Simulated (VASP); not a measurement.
Band structure of HfGa₅Co (space group P4/mmm). Method: PBEsol GGA, VASP's PBE PAW potentials (set 64) (plane waves; VASP).

Unless said otherwise, spin-orbit coupling is left out, though it shifts the bands of the heavy elements here.

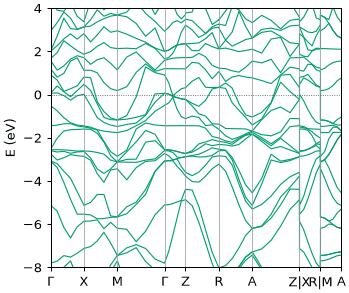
*Bands along high-symmetry lines, zero at the valence-band maximum or, without a gap, the Fermi level*

Question: Read the plot: is there a gap, and where are the band edges?

Answer: It has no gap at this level: it comes out as a metal or semimetal.

The structure comes from a computed database's HfGa5Co entry (P4/mmm); how it stands against other phases isn't given here. The cell was not relaxed at this level. The k-mesh is coarse (spacing up to 0.31 per Å, 2π included), so the numbers may not be converged in it. The run is not spin-polarised, so no magnetic state was tried.
